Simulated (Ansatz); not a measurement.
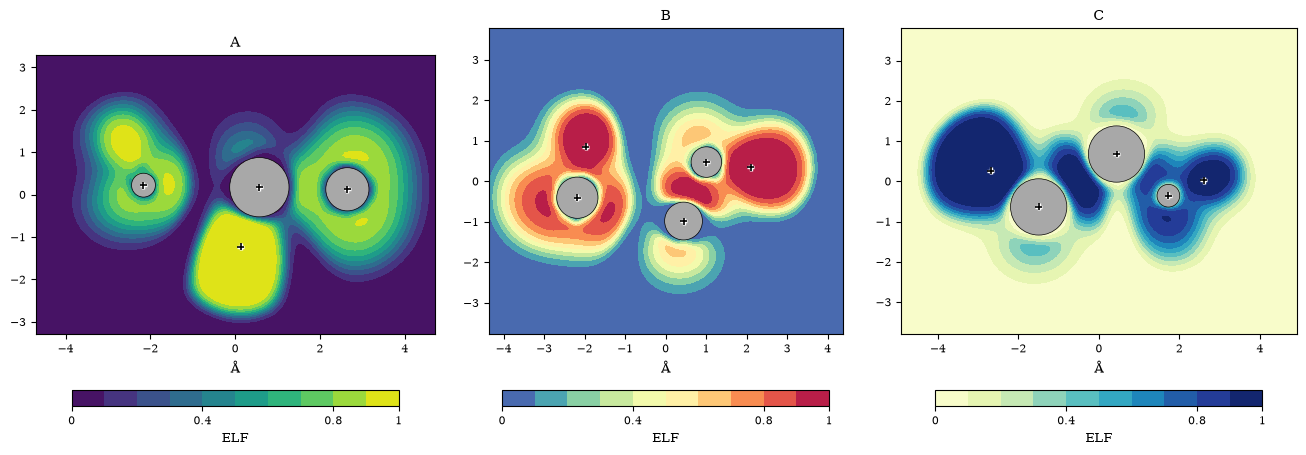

The ELF of 3 systems, each on a plane through atoms (crosses mark nuclei in the plane; grey discs cover the cores).

Method: Ansatz 0.2.0, RKS PBE0-D4/def2-TZVPP.

System 1: CH5B···HCl, the plane of atoms B1, C6 and H9. The product side of a reaction path; geometry: PBE0-D4/def2-TZVP.

```xyz
9

B    -0.7602   -0.2649   -0.4722
Cl    1.1284    1.1461   -1.7552
H    -0.6398   -1.1695   -1.2484
H    -1.5797    0.5766   -0.7088
H     1.8637    1.2335   -0.7104
C    -0.0892   -0.3379    0.9354
H     0.0300    0.6243    1.4392
H     0.8487   -0.8973    0.9702
H    -0.8019   -0.9108    1.5504
```

System 2: ClH3Si···H2O, the plane of atoms H3, Si1 and Cl5. The reactant side of a reaction path; geometry: PBE0-D4/def2-TZVP.

```
atom    x (Å)    y (Å)    z (Å)
  Si  -0.6484  -0.0376  -0.7855
   H   0.5186   0.8021  -1.1335
   H  -0.2949  -1.4594  -0.6053
   H  -1.4337   0.5187   0.3356
  Cl  -1.8985   0.0356  -2.4419
   H   1.8665  -0.3557   1.2542
   O   0.9435  -0.1592   1.4339
   H   0.9470   0.6555   1.9426
```

System 3: H6OSi2, the plane of atoms Si1, Si2 and H8. The product side of a reaction path; geometry: PBE0-D4/def2-TZVP.

```tsv
atom	x (Å)	y (Å)	z (Å)
Si	-0.5446	0.7213	-0.0559
Si	1.1498	-0.8225	0.4043
H	0.0234	1.9440	-0.6965
O	-1.6251	-0.0308	-1.0568
H	-1.2003	1.1683	1.2084
H	0.5988	-2.0280	1.0786
H	1.8401	-1.2398	-0.8451
H	2.1460	-0.1844	1.3085
H	-2.3882	0.4717	-1.3455
```

Q: Match each panel to its system.

A: Panel A is system 2, ClH3Si···H2O: the plane holds Si, H, Cl and O. Si1···O7 (2.73 Å): the ELF is about 0.05 at the midpoint. Panel B is system 1, CH5B···HCl: the plane holds B, Cl, H and C. B1···Cl2 (2.68 Å): the ELF peaks at about 0.90 in the valence shell of Cl, 0.8 Å from its nucleus, and is about 0.40 at the midpoint. Panel C is system 3, H6OSi2: the plane holds Si, O and H. Si–O (1.65 Å): the ELF peaks at about 0.85 between the atoms (a shared but strongly polarised pair).
